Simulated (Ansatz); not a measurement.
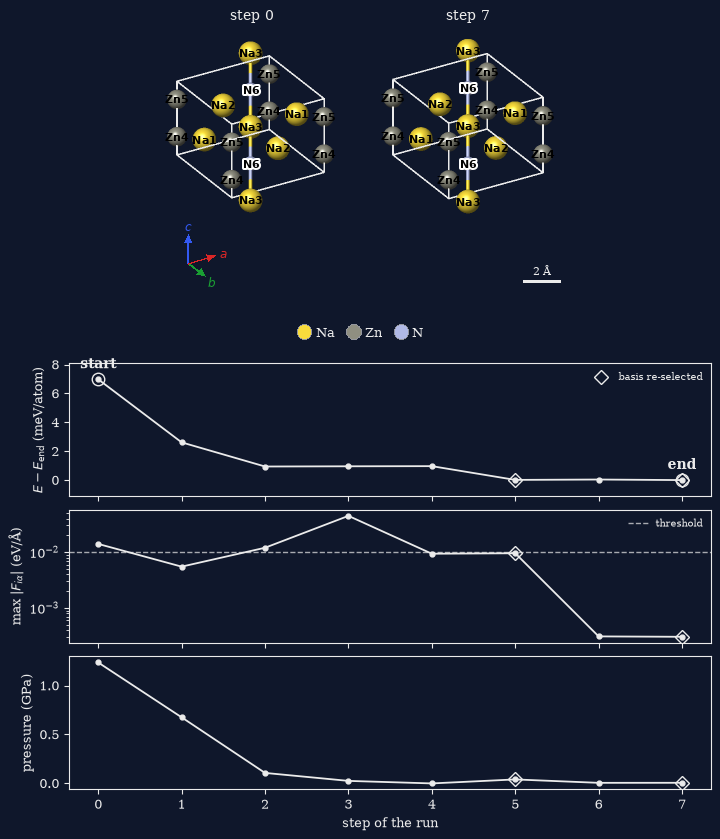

First and last geometry of a relaxation of crystalline Na3Zn2N (a generated structure, set up in P4/mmm), with the history of the run. The picture is a ball-and-stick view of the cell of the calculation, seen from a free direction.

Level of theory: DFT PBE, scalar-relativistic, plane waves, PAW (Ansatz 0.2.0). Set-up: plane-wave cutoff 420 eV; k-point mesh 6 × 6 × 8; occupations gaussian; smearing width 0.1 eV; collinear spin; cell and atoms relaxed; force threshold 0.01 eV/Å; at most 80 steps.

Q: Did the run converge, and what did it change?

A: It converged. The energy falls by 7.0 meV per atom in 5 accepted moves (7 points after the start). Largest force component: 0.014 eV/Å at the start, 0.0003 eV/Å at the end. Pressure: 1.24 GPa at the start and 0.00 GPa at the end. At 2 points the geometry stayed and the basis and grid were re-selected for the new cell (energy shift of 1.0 meV per atom at most each time). No atom moves by more than 0.005 Å relative to the cell. The volume changes by +6.5 %, with a = b 5.892 → 6.007 Å (+1.9 %), c 4.558 → 4.670 Å (+2.5 %). Some distances before and after: Zn4–Zn5 2.304 → 2.361 Å, Na1–Na3 2.946 → 3.003 Å, Na3–N6 2.279 → 2.335 Å, Zn4–Zn5 (another image) 2.254 → 2.309 Å. The space group stays P4/mmm (No. 123).

```json
{"step": "0", "E − E(0), meV/atom": "0.00", "largest force component, eV/Å": "0.0140", "pressure, GPa": "1.24", "volume, Å³/atom": "26.369", "note": ""}
{"step": "1", "E − E(0), meV/atom": "-4.36", "largest force component, eV/Å": "0.0055", "pressure, GPa": "0.68", "volume, Å³/atom": "26.886", "note": ""}
{"step": "2", "E − E(0), meV/atom": "-6.04", "largest force component, eV/Å": "0.0120", "pressure, GPa": "0.11", "volume, Å³/atom": "27.680", "note": ""}
{"step": "3", "E − E(0), meV/atom": "-6.02", "largest force component, eV/Å": "0.0446", "pressure, GPa": "0.02", "volume, Å³/atom": "27.945", "note": ""}
{"step": "4", "E − E(0), meV/atom": "-6.01", "largest force component, eV/Å": "0.0094", "pressure, GPa": "0.00", "volume, Å³/atom": "28.001", "note": ""}
{"step": "5", "E − E(0), meV/atom": "-6.96", "largest force component, eV/Å": "0.0096", "pressure, GPa": "0.04", "volume, Å³/atom": "28.001", "note": "same geometry, new basis"}
{"step": "6", "E − E(0), meV/atom": "-6.94", "largest force component, eV/Å": "0.0003", "pressure, GPa": "0.00", "volume, Å³/atom": "28.083", "note": ""}
{"step": "7", "E − E(0), meV/atom": "-6.98", "largest force component, eV/Å": "0.0003", "pressure, GPa": "0.00", "volume, Å³/atom": "28.083", "note": "same geometry, new basis"}
```
